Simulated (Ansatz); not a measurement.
## Nudged elastic band of Si$_{2}$NH$_{7}$S

- system: Si$_{2}$NH$_{7}$S
- method: RKS PBE0-D4/def2-SVP (Ansatz 0.2.0)

Figures and captions count atoms from 1; the log counts them from 0 in places.

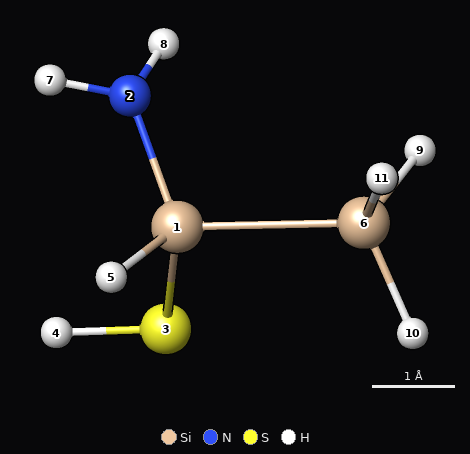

The input geometry (ball-and-stick view, seen at a tilt; atoms are numbered from 1 in the order of the input). Bond lengths as drawn: H–N 1.01 Å, H–S 1.34 Å, H–Si 1.49 Å, N–Si 1.72 Å, Si–Si 2.34 Å and S–Si 2.16 Å.

### Input
```yaml
crystal:
  periodic: [false, false, false]
  atoms:
    - {symbol: Si, position_ang: [-0.048188, 0.365737, -0.477161]}
    - {symbol: N, position_ang: [1.232956, 1.226028, 0.273467]}
    - {symbol: S, position_ang: [0.472232, -1.029032, -2.035725]}
    - {symbol: H, position_ang: [0.905423, -0.096002, -2.900977]}
    - {symbol: H, position_ang: [-0.927768, 1.410276, -1.063039]}
    - {symbol: Si, position_ang: [-1.128258, -0.951852, 1.127789]}
    - {symbol: H, position_ang: [1.594065, 2.063492, -0.155105]}
    - {symbol: H, position_ang: [1.959080, 0.729517, 0.765233]}
    - {symbol: H, position_ang: [-0.115575, -1.758698, 1.864105]}
    - {symbol: H, position_ang: [-2.106395, -1.876922, 0.497241]}
    - {symbol: H, position_ang: [-1.837571, -0.082544, 2.104170]}
basis:
  gaussian: {orbitals: def2-SVP}
hamiltonian: {xc: pbe0, dispersion: d4}
neb:
  images: 5
  climbing: true
  max_iterations: 40
  initial_path: idpp
  final_atoms:
    - {symbol: Si, position_ang: [-0.363749, 0.022674, -0.951536]}
    - {symbol: N, position_ang: [1.297198, 0.892484, -0.340464]}
    - {symbol: S, position_ang: [0.215209, -1.170592, -2.425264]}
    - {symbol: H, position_ang: [1.708266, 1.312306, -1.172143]}
    - {symbol: H, position_ang: [-1.084079, 1.315271, -1.189751]}
    - {symbol: Si, position_ang: [-1.109570, -0.877488, 1.087796]}
    - {symbol: H, position_ang: [1.210509, 1.596181, 0.389662]}
    - {symbol: H, position_ang: [1.934020, 0.159834, -0.035992]}
    - {symbol: H, position_ang: [-0.119587, -1.871031, 1.591007]}
    - {symbol: H, position_ang: [-2.421359, -1.549702, 0.903127]}
    - {symbol: H, position_ang: [-1.266858, 0.170063, 2.143559]}
```

Command:
```bash
ansatz run in.yaml --threads 4 --pin off --events-out ev --progress --plain --max-ram 9574MiB
```

### Output
```
Functional definition: PBE0
  name "PBE0"
  cite "Adamo & Barone, J. Chem. Phys. 110, 6158 (1999) doi:10.1063/1.478522"
  cite "Perdew, Burke & Ernzerhof, Phys. Rev. Lett. 77, 3865 (1996) doi:10.1103/PhysRevLett.77.3865"
  parent pbe
  parameter a = 0.25
  parameter kappa = 0.804
  parameter beta = 0.06672455060314922
  exchange = (1 - a)*pbe_x(kappa = kappa, mu = beta*pi^2/3) + a*exact_x
  correlation = pbe_c(beta = beta)
1065 factors; integrals over basis functions are off by at most 2.5e-4 eV
mean field evaluation 1: about -28169.4801 eV, gradient 4.9e1 eV
mean field evaluation 2: about -28163.2839 eV, gradient 6.9e1 eV
mean field evaluation 4: about -28174.2468 eV, gradient 2.2e0 eV
mean field evaluation 8: about -28174.2683 eV, gradient 1.1e-1 eV
mean field evaluation 16: about -28174.2683 eV, gradient 1.2e-5 eV
mean field -28174.26829251 eV, -1035.3852625446 hartree, gradient 1.2e-5 eV, S^2 0.000000; 0 other end points of the search recorded, 0 dependent functions left out
the calculation of the forces begins
reference -28174.26832149 eV, -1035.3852636097 hartree; 29, 29 occupied and 74, 74 virtual orbitals, 1065 factors
1065 factors; integrals over basis functions are off by at most 9.9e-4 eV
mean field evaluation 32: about -28173.8524 eV, gradient 2.4e-5 eV
mean field -28173.85243466 eV, -1035.3699800508 hartree, gradient 2.4e-5 eV, S^2 0.000000; 0 other end points of the search recorded, 0 dependent functions left out
[... from here on the field's lines of each further geometry are left out, up to the last ...]
WARN: NEB end point (image 0): max|allowed force component| = 2.848e-1 eV/Å (the criterion of neb.relax_end_points is 1.000e-2). That is over neb.f_tol: it is no minimum, so the barrier can be far off. Relax it first
WARN: NEB end point (image 6): max|allowed force component| = 2.491e-1 eV/Å (the criterion of neb.relax_end_points is 1.000e-2). That is over neb.f_tol: it is no minimum, so the barrier can be far off. Relax it first
NEB iter   1: max|band force component| = 4.199e0 eV/Å  barrier→ = 3.3448 eV  barrier← = 2.9301 eV  Δτ_max = 0.2000 Å  (190 SCF iters)
NEB iter   2: max|band force component| = 2.976e0 eV/Å  barrier→ = 2.2458 eV  barrier← = 1.8311 eV  Δτ_max = 0.2000 Å  (148 SCF iters)
NEB iter   3: max|band force component| = 1.847e1 eV/Å  barrier→ = 2.2526 eV  barrier← = 1.8379 eV  Δτ_max = 0.1009 Å  (142 SCF iters)
NEB iter   4: max|band force component| = 7.762e0 eV/Å  barrier→ = 1.1457 eV  barrier← = 0.7309 eV  Δτ_max = 0.2000 Å  (135 SCF iters)
NEB iter   5: max|band force component| = 6.296e0 eV/Å  barrier→ = 1.2402 eV  barrier← = 0.8255 eV  Δτ_max = 0.1956 Å  (136 SCF iters)
NEB iter   6: max|band force component| = 8.706e-1 eV/Å  barrier→ = 0.8936 eV  barrier← = 0.4789 eV  Δτ_max = 0.1607 Å  (130 SCF iters)
NEB iter   7: max|band force component| = 6.660e-1 eV/Å  barrier→ = 0.7623 eV  barrier← = 0.3476 eV  Δτ_max = 0.1699 Å  (128 SCF iters)
NEB iter   8: max|band force component| = 7.351e-1 eV/Å  barrier→ = 0.7308 eV  barrier← = 0.3161 eV  Δτ_max = 0.0858 Å  (132 SCF iters)
NEB iter   9: max|band force component| = 9.887e-1 eV/Å  barrier→ = 0.7640 eV  barrier← = 0.3493 eV  CI = image 3  Δτ_max = 0.1724 Å  (127 SCF iters)
NEB iter  10: max|band force component| = 6.137e-1 eV/Å  barrier→ = 1.0010 eV  barrier← = 0.5863 eV  CI = image 3  Δτ_max = 0.1240 Å  (135 SCF iters)
NEB iter  11: max|band force component| = 3.210e-1 eV/Å  barrier→ = 1.0320 eV  barrier← = 0.6173 eV  CI = image 3  Δτ_max = 0.0676 Å  (127 SCF iters)
NEB iter  12: max|band force component| = 1.243e-1 eV/Å  barrier→ = 1.0232 eV  barrier← = 0.6085 eV  CI = image 3  Δτ_max = 0.0340 Å  (123 SCF iters)
NEB iter  13: max|band force component| = 1.097e-1 eV/Å  barrier→ = 1.0205 eV  barrier← = 0.6058 eV  CI = image 3  Δτ_max = 0.1047 Å  (121 SCF iters)
NEB iter  14: max|band force component| = 1.179e-1 eV/Å  barrier→ = 1.0172 eV  barrier← = 0.6025 eV  CI = image 3  Δτ_max = 0.0529 Å  (127 SCF iters)
NEB iter  15: max|band force component| = 7.875e-2 eV/Å  barrier→ = 1.0162 eV  barrier← = 0.6014 eV  CI = image 3  Δτ_max = 0.0531 Å  (121 SCF iters)
the calculation of the forces begins
reference -28173.85991822 eV, -1035.3702550665 hartree; 29, 29 occupied and 74, 74 virtual orbitals, 1065 factors
these checks for a lower state are left out or cut short: stability, starts, cluster_reference, orbital_swaps, neighbouring_geometries, increment
1065 factors; integrals over basis functions are off by at most 1.0e-3 eV
mean field evaluation 864: about -28173.8576 eV, gradient 1.1e-3 eV
mean field -28173.85763018 eV, -1035.3701709824 hartree, gradient 3.1e-6 eV, S^2 0.000000; 0 other end points of the search recorded, 0 dependent functions left out
the calculation of the forces begins
reference -28173.85765819 eV, -1035.3701720117 hartree; 29, 29 occupied and 74, 74 virtual orbitals, 1065 factors
NEB iter  16: max|band force component| = 4.834e-2 eV/Å  barrier→ = 1.0157 eV  barrier← = 0.6010 eV  CI = image 3  CI's point: of a kind that is not told: the force calls were inconclusive, a negative curvature could not be distinguished from the path's own, the only one lies far off the path, or fixed occupations may fill a level only in part  Δτ_max = 0.0000 Å  (891 SCF iters)
```

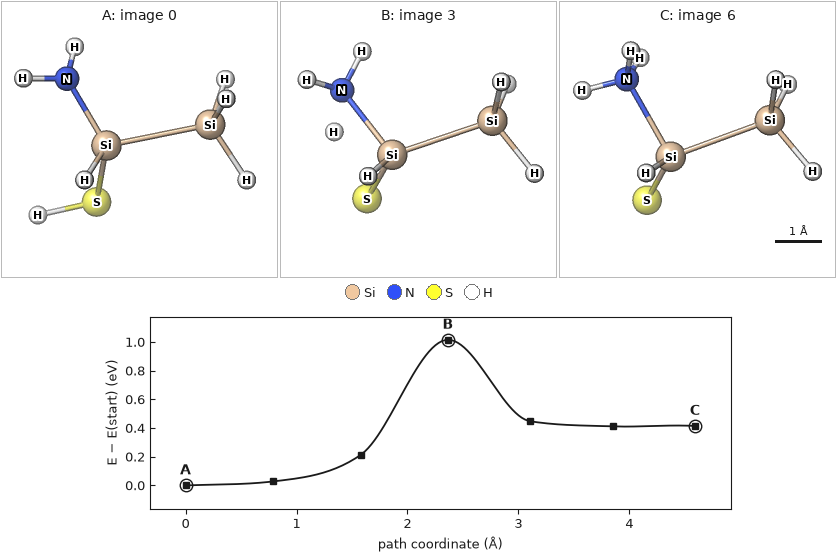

Images of the last band (counted from 0; ball-and-stick, seen at a tilt) above the energy along the path; the line is a cubic interpolation that uses the forces. The highest image is number 3, 1.016 eV above the start and 0.601 eV above the end (the climbing image); the end lies 0.415 eV above the start. The path is 4.59 Å long. The band converged in 16 iterations. The end points carry forces over 0.1 eV/Å, so they aren't fully relaxed minima and the barriers are approximate.

```
Total energy: -28173.48921639 eV, -1035.3566320255 hartree
Atom 0 at    -0.364632     0.135774    -0.748490 Å, force     0.019538    -0.005262    -0.022905 eV/Å
Atom 1 at     1.288072     0.956309    -0.485212 Å, force    -0.023085    -0.010283     0.013238 eV/Å
Atom 2 at     0.508321    -1.103775    -2.166256 Å, force    -0.013774     0.003719    -0.002425 eV/Å
Atom 3 at     1.483736     0.061638    -1.467643 Å, force     0.018779    -0.006404    -0.006512 eV/Å
Atom 4 at    -1.271482     1.245984    -1.184513 Å, force    -0.004293    -0.007237     0.016153 eV/Å
Atom 5 at    -1.093260    -0.830001     1.261105 Å, force    -0.018699     0.011632    -0.000398 eV/Å
Atom 6 at     1.376035     1.954285    -0.684350 Å, force     0.006710    -0.000617     0.001939 eV/Å
Atom 7 at     1.795010     0.735074     0.372846 Å, force     0.008951     0.014972     0.000923 eV/Å
Atom 8 at     0.033211    -1.628719     1.837308 Å, force     0.009004     0.003778    -0.004920 eV/Å
Atom 9 at    -2.253927    -1.734199     1.002892 Å, force    -0.000087    -0.001997     0.003366 eV/Å
Atom 10 at    -1.501082     0.207630     2.262310 Å, force    -0.003043    -0.002302     0.001540 eV/Å
Dipole moment:     0.257857     0.711153     0.579658 e Å
```

### The last band as extended XYZ (Å, eV, eV/Å)
```
11
Properties=species:S:1:pos:R:3:forces:R:3 image=0 energy=-28174.50485
Si   -0.0482    0.3657   -0.4772   -0.2048  -0.0888  -0.0129
N     1.2330    1.2260    0.2735   -0.0636   0.0560   0.1457
S     0.4722   -1.0290   -2.0357   -0.0151  -0.2848  -0.0113
H     0.9054   -0.0960   -2.9010    0.0708   0.1355  -0.1393
H    -0.9278    1.4103   -1.0630   -0.1053   0.0994  -0.0427
Si   -1.1283   -0.9519    1.1278    0.0639   0.0524  -0.0748
H     1.5941    2.0635   -0.1551    0.1122   0.2514  -0.1300
H     1.9591    0.7295    0.7652    0.2123  -0.1459   0.1609
H    -0.1156   -1.7587    1.8641    0.0966  -0.0760   0.0685
H    -2.1064   -1.8769    0.4972   -0.0997  -0.0873  -0.0626
H    -1.8376   -0.0825    2.1042   -0.0673   0.0882   0.0985
11
Properties=species:S:1:pos:R:3:forces:R:3 image=1 energy=-28174.47713
Si   -0.1647    0.3689   -0.5205    0.0160  -0.0322  -0.0159
N     1.1565    1.2625    0.1452    0.0200   0.0029   0.0191
S     0.4249   -1.0486   -2.0583   -0.0050  -0.0280   0.0343
H     1.3674   -0.2166   -2.5515   -0.0130   0.0042  -0.0930
H    -1.1038    1.3879   -1.0788    0.0147   0.0060   0.0071
Si   -1.1284   -0.9381    1.1675   -0.0076   0.0273   0.0212
H     1.4958    2.0863   -0.3395   -0.0133   0.0166   0.0121
H     1.9213    0.7639    0.5872    0.0025   0.0085   0.0246
H    -0.0807   -1.8490    1.7270   -0.0009   0.0112   0.0016
H    -2.2628   -1.7688    0.6597    0.0064   0.0003  -0.0210
H    -1.6254   -0.0483    2.2620   -0.0198  -0.0169   0.0099
11
Properties=species:S:1:pos:R:3:forces:R:3 image=2 energy=-28174.29252
Si   -0.2755    0.3176   -0.6251    0.0391   0.0515   0.0752
N     1.1336    1.1695   -0.1036   -0.1192   0.2152   0.2653
S     0.4302   -0.9697   -2.2169   -0.0238  -0.0024   0.0176
H     1.5569   -0.2664   -1.9406    0.0567  -0.3190  -0.3829
H    -1.2547    1.3314   -1.1217    0.0038  -0.0250  -0.0129
Si   -1.0996   -0.8955    1.2031   -0.0088   0.0183  -0.0071
H     1.4288    2.0414   -0.5217    0.0224   0.0631   0.0267
H     1.8517    0.7343    0.4601    0.0296   0.0303   0.0447
H     0.0033   -1.7613    1.7266    0.0046  -0.0056   0.0022
H    -2.2689   -1.7598    0.8562    0.0114  -0.0042  -0.0261
H    -1.5059    0.0585    2.2836   -0.0157  -0.0219  -0.0027
11
Properties=species:S:1:pos:R:3:forces:R:3 image=3 energy=-28173.48919
Si   -0.3646    0.1358   -0.7485    0.0195  -0.0053  -0.0229
N     1.2881    0.9563   -0.4852   -0.0231  -0.0103   0.0132
S     0.5083   -1.1038   -2.1663   -0.0138   0.0037  -0.0024
H     1.4837    0.0616   -1.4676    0.0188  -0.0064  -0.0065
H    -1.2715    1.2460   -1.1845   -0.0043  -0.0072   0.0162
Si   -1.0933   -0.8300    1.2611   -0.0187   0.0116  -0.0004
H     1.3760    1.9543   -0.6844    0.0067  -0.0006   0.0019
H     1.7950    0.7351    0.3728    0.0090   0.0150   0.0009
H     0.0332   -1.6287    1.8373    0.0090   0.0038  -0.0049
H    -2.2539   -1.7342    1.0029   -0.0001  -0.0020   0.0034
H    -1.5011    0.2076    2.2623   -0.0030  -0.0023   0.0015
11
Properties=species:S:1:pos:R:3:forces:R:3 image=4 energy=-28174.05733
Si   -0.4287   -0.0741   -0.8786   -0.0176  -0.0416  -0.0247
N     1.2874    0.9134   -0.5464    0.0060  -0.0069  -0.0207
S     0.2093   -1.4460   -2.1838   -0.0780  -0.0430  -0.0173
H     1.8186    0.4140   -1.2756    0.0845   0.0933   0.0503
H    -1.2308    1.1387   -1.2707    0.0211  -0.0029   0.0005
Si   -1.0697   -0.7688    1.2789    0.0023   0.0039  -0.0094
H     1.2866    1.9165   -0.7474   -0.0195  -0.0045   0.0155
H     1.7443    0.7551    0.3547   -0.0159  -0.0144   0.0074
H     0.0737   -1.4975    1.9186    0.0039   0.0075  -0.0067
H    -2.2273   -1.7048    1.1551    0.0009   0.0017   0.0144
H    -1.4635    0.3535    2.1953    0.0123   0.0070  -0.0094
11
Properties=species:S:1:pos:R:3:forces:R:3 image=5 energy=-28174.09314
Si   -0.4103   -0.2032   -0.9262   -0.0026  -0.0042  -0.0021
N     1.2381    0.8936   -0.5673    0.0084  -0.0031   0.0017
S     0.2420   -1.6687   -2.1039   -0.0009  -0.0028   0.0016
H     1.7777    0.7529   -1.4284   -0.0033   0.0169  -0.0064
H    -1.2093    0.9718   -1.4270    0.0029  -0.0056  -0.0035
Si   -1.0447   -0.6914    1.2889   -0.0027  -0.0008  -0.0024
H     1.1095    1.8958   -0.4052   -0.0057  -0.0012   0.0152
H     1.7951    0.5029    0.1964    0.0001  -0.0097  -0.0038
H     0.1122   -1.3570    1.9732    0.0010   0.0015   0.0000
H    -2.2121   -1.6224    1.3037    0.0003   0.0038   0.0035
H    -1.3981    0.5256    2.0957    0.0025   0.0052  -0.0038
11
Properties=species:S:1:pos:R:3:forces:R:3 image=6 energy=-28174.09015
Si   -0.3446   -0.2751   -0.9186   -0.1972  -0.1524  -0.0320
N     1.2025    0.9003   -0.5818   -0.1240   0.0042   0.0519
S     0.3869   -1.7540   -2.0180    0.0790  -0.1706  -0.0965
H     1.5839    1.1205   -1.5000    0.1289   0.0595  -0.2263
H    -1.1922    0.8198   -1.4924   -0.0828   0.1244  -0.0182
Si   -1.0328   -0.6633    1.2953    0.0199   0.0482  -0.0970
H     1.0273    1.7621   -0.0695   -0.0042   0.2491   0.1343
H     1.9067    0.3501   -0.0956    0.2164  -0.1228   0.1208
H     0.0459   -1.3715    2.0404    0.1114  -0.0727   0.0707
H    -2.2624   -1.4968    1.3120   -0.1191  -0.0868   0.0067
H    -1.3212    0.6080    2.0282   -0.0284   0.1199   0.0856
```

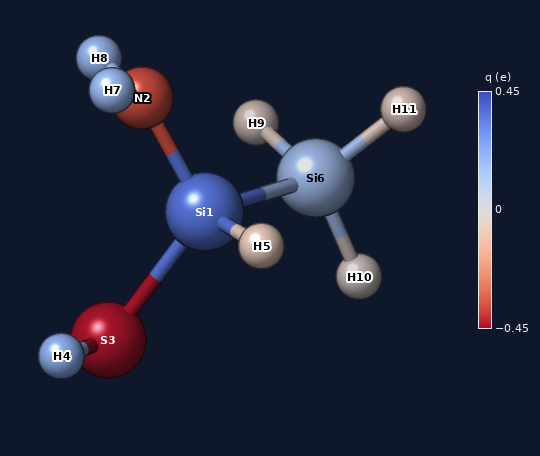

Mulliken charges, as the colour of each atom (ball-and-stick view, seen at a tilt; atoms are numbered from 1 in the order of the input). By element: Si +0.13 to +0.35, N −0.37, S −0.43 and H −0.06 to +0.19 e.

### Key numbers

- outcome: converged
- barrier, forward: 1.016 eV
- barrier, backward: 0.601 eV
- dipole moment (one image of the band): 4.58 D
- hardware: 4 threads of Arm Neoverse V1, 23 GiB of memory available, shared host
- wall time: 2.4 min (CPU time 8.8 min)
- peak memory: 0.56 GiB
